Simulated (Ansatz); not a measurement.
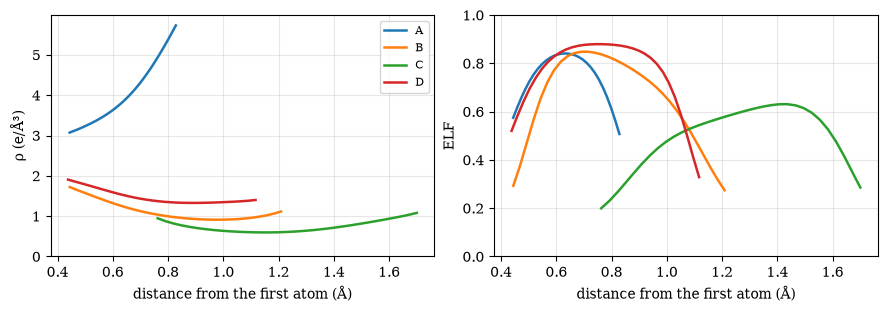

*COSSe (SMILES O=C1S[Se]1). Total electron density and ELF along straight lines between neighbouring atoms. The curves leave out the atomic cores.*

Geometry: B3LYP/6-31G*.

Method: isolated molecule in a Gaussian basis; Kohn-Sham density functional theory, functional PBE0 in Ansatz.

```tsv
atom	x (Å)	y (Å)	z (Å)
C	-0.1110	0.7800	1.2593
O	-0.4116	-0.2151	0.6951
S	0.5547	2.3763	0.9849
Se	-0.0955	1.5448	3.0784
```

Q: Which curve belongs to which contact (C–O, C–S, C–Se and Se–S)? The first atom named is at distance zero.

A: Curve A: C–O (1.18 Å): ρ is about 3.6 e/Å³ halfway; the ELF peaks at about 0.85 between the atoms (a multiple bond). Curve B: C–Se (1.97 Å): the density is about 0.91 e/Å³ at the midpoint; the ELF peaks at about 0.85 between the atoms (a shared electron pair). Curve C: Se–S (2.34 Å): ρ is about 0.6 e/Å³ halfway; the ELF peaks at about 0.65 between the atoms. Curve D: C–S (1.75 Å): the density is about 1.3 e/Å³ at the midpoint; the ELF peaks at about 0.90 between the atoms, as expected for a covalent bond.
